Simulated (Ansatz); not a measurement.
**BNH3 (SMILES B[NH]): methods side by side**

BNH3 has 5 atoms, charge 0, and is taken as a doublet. As SMILES, `B[NH]`. The shape was relaxed beforehand at PBE0/def2-SVP.

Each level gives the adiabatic ionisation energy (to the singlet cation, shapes relaxed at PBE0/def2-SVP, no zero-point term) (eV). The values are calculated.

```csv
level,kind,program,value (eV),less CCSD(T)/def2-TZVPP,CPU time (all runs)
UHF/def2-TZVPP,Hartree–Fock,Ansatz,6.13,-0.31,0.51 s
USVWN5/def2-TZVPP,LDA,Ansatz,6.60,+0.16,0.72 s
UPBE/def2-TZVPP,GGA,Ansatz,6.69,+0.25,1.3 s
U-r2SCAN/def2-TZVPP,meta-GGA,Ansatz,6.74,+0.30,2.1 s
UB3LYP/def2-TZVPP,global hybrid,Ansatz,6.70,+0.26,1.6 s
UCAM-B3LYP/def2-TZVPP,range-separated hybrid,Ansatz,6.65,+0.21,1.7 s
RPA@PBE/def2-TZVPP,RPA,Ansatz,6.81,+0.37,2.6 s
UCCSD(T)/def2-TZVPP,coupled cluster or CI,Ansatz,6.44,0.00,7.2 s
```

Differences are taken from UCCSD(T)/def2-TZVPP for orientation; it has basis-set and higher-order errors of its own. The values span 6.13 to 6.81 eV. CPU times are rough (shared hosts, several kinds of processor): they show what a rung costs within a factor of a few.

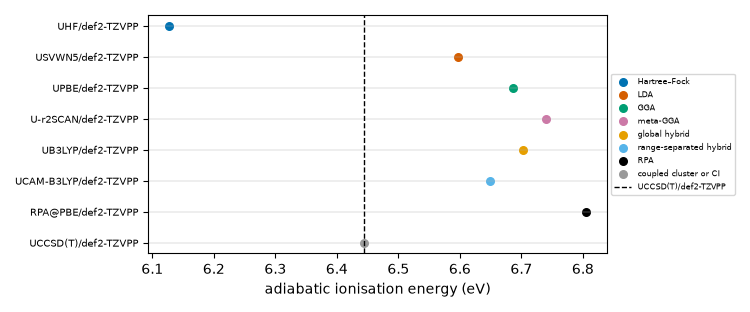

The values of the table, level by level.
